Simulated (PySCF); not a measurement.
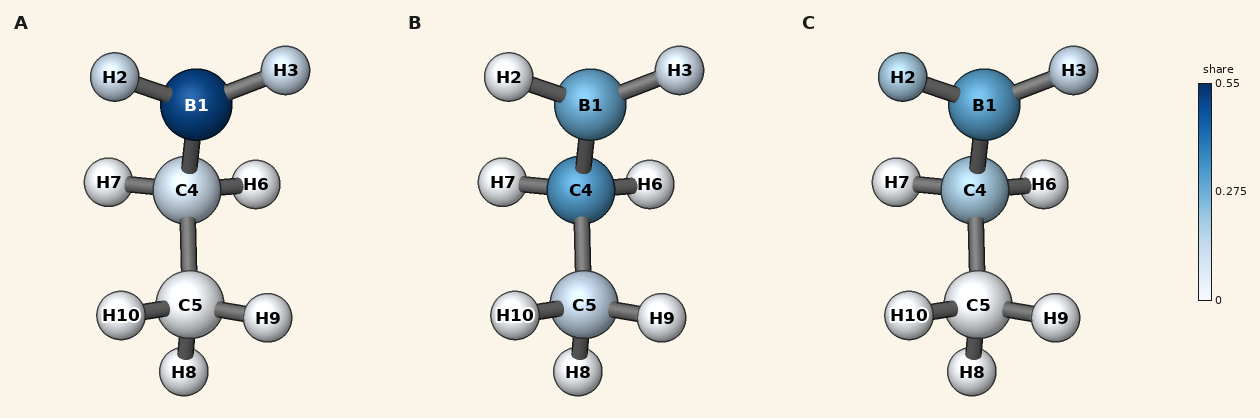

Each panel colours the atoms by their Löwdin share in one orbital (up to four of the largest shares; other atoms are shown as zero). The computed structure is the end point of a PBE0-D3(BJ)/def2-SVP optimisation. No frequency run is at hand to confirm it as a minimum. Level of theory: CAM-B3LYP/def2-SVPD (PySCF 2.14.0).

### The panels show the HOMO−1, HOMO, LUMO, in some order. Which is which?

A: LUMO, −0.23 eV; B1 0.51, H3 0.11, H2 0.11, C4 0.10
B: HOMO, −10.25 eV; C4 0.32, B1 0.28, C5 0.13, H3 0.08
C: HOMO−1, −10.32 eV; B1 0.30, C4 0.19, H2 0.19, H3 0.12
